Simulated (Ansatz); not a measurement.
# Predicting a hybrid from its neighbours: C3H8O

The species is C3H8O (12 atoms), meant as a singlet with charge 0. As SMILES, `CCCO`. The shape is that of a PBE0-D4/def2-TZVP optimisation. This is one conformer, not always the lowest.

The HOMO–LUMO gap y, in eV, basis cc-pVDZ; a is the functional's share of exact exchange. Programs: Ansatz 0.2.0.

```
functional  program     a  y (eV)
    revPBE   Ansatz     0    6.71
       PBE   Ansatz     0    6.65
     B3LYP   Ansatz   0.2    8.66
      PBE0   Ansatz  0.25       ?
   r2SCAN0   Ansatz  0.25   10.08
     BHLYP   Ansatz   0.5   11.70
```

Problem. Fit y = c + s·a to the known rows and predict PBE0.

Solution. 
1. Means of the 5 rows: a = 0.1900, y = 8.760.
2. Σ(Δa)² = 0.172, Σ(Δa·Δy) = 1.78, so the slope is 1.78/0.172 = 10.349.
3. Intercept: 8.760 − (10.349) × 0.1900 = 6.794. The largest residual of the fit is 0.70.
4. PBE0: 6.794 + (10.349) × 0.25 = 9.38 eV.

The run gave 9.34 eV, so the prediction is off by +0.04 eV, within the scatter of the fit. Exact exchange lowers occupied levels and raises empty ones.

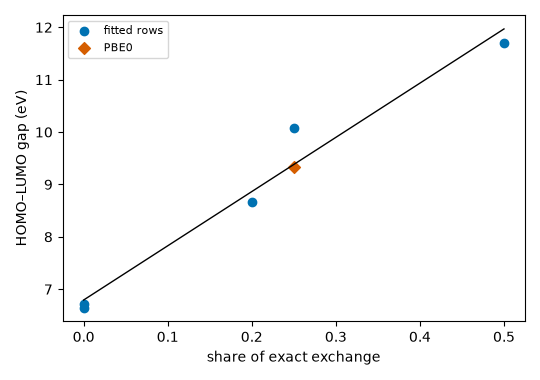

The fitted line, with the withheld row.
